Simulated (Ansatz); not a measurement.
## Amorphous hafnia (Hf18O35)

It comes from a melt-quench run on a machine-learned potential (CHGNet), relaxed afterwards by DFT. O atoms were pushed apart under 1.9 Å during the dynamics, to hinder bonds among them. The hot cell started wider than the set density and was brought back towards it in steps. It is the lowest in DFT energy of 2 quenches. It is a model cell: composition and starting density were chosen by hand, and all elements were melted together. No dispersion term was used.

Methods: PBE, scalar-relativistic without spin-orbit coupling (Ansatz, a program for electronic structure); r2SCAN, scalar-relativistic without spin-orbit coupling (Ansatz); HSE06, scalar-relativistic without spin-orbit coupling (Ansatz). Geometry, pressure, stress and energy are those of the PBE run. Its sampling: a 2×2×2 Γ-centred mesh; Fermi-Dirac width 0.02 eV; no spin polarisation. Other functionals are single points at the zone centre (r2SCAN at 500 eV; exact exchange cut at the cell's faces), free to take moments where seeds were set. The usual formal charges leave 2 electrons over, so the level spacing at the Fermi energy parts defect or band states and needn't be the band gap.

The number of atoms in the cell comes out as 53 and the density (held, not predicted) comes out as 9.13 g/cm³. The volume per atom comes out as 12.94 Å³ and the pressure on a 2×2×2 Γ-centred mesh is -1.80 GPa. The largest force and stress component on that mesh (the relaxation ran on the zone centre alone) is 0.19 eV/Å and 2.3 GPa and the energy relative to HfO2 (P2_1/c) + hcp Hf (lowest mix at this level among the phases computed, not always the ambient ones) is 0.231 eV/atom. The level spacing at the Fermi energy on a 2×2×2 Γ-centred mesh (PBE) is 1.08 eV. The level spacing at the Fermi energy at the zone centre (PBE) is 1.39 eV, the level spacing at the Fermi energy at the zone centre (r2SCAN) comes out as 1.63 eV and the level spacing at the Fermi energy at the zone centre (HSE06) comes out as 2.24 eV.

Bonds are counted up to Hf-Hf 3.34 Å, Hf-O 2.62 Å, O-O 1.58 Å. Two cations that share two anions don't count as bonded, nor two that share one unless they lie closer than Hf-Hf 3.25 Å.

```
Quantity                                                           Value
---------------------------------  -------------------------------------
Mean coordination of Hf by anions    6.22 (3 with 5, 8 with 6, 7 with 7)
Mean coordination of O             3.20 (3 with 2, 22 with 3, 10 with 4)
Mean Hf-O bond                     2.158 Å (spread 0.117 Å, 112 counted)
Bond angle at Hf                               mean 102.2°, spread 29.5°
```

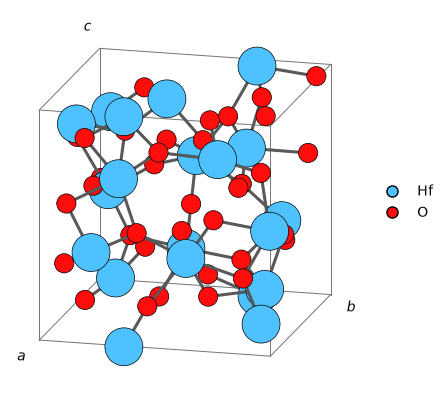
*The relaxed cell*

Its density started from a set value of 9.13 g/cm³. The quench (nominally 450 K/ps over its main leg) was far faster than any real one, so the model tends to hold more defects than a real film. Values belong to this one cell and scatter from quench to quench. The volume was held where the preparation left it, at a PBE pressure of -1.8 GPa (tension). Stress components on the final sampling reach 2.3 GPa. On a 2×2×2 Γ-centred mesh force components of up to 0.19 eV/Å stay, since the relaxation ran on the zone centre alone.
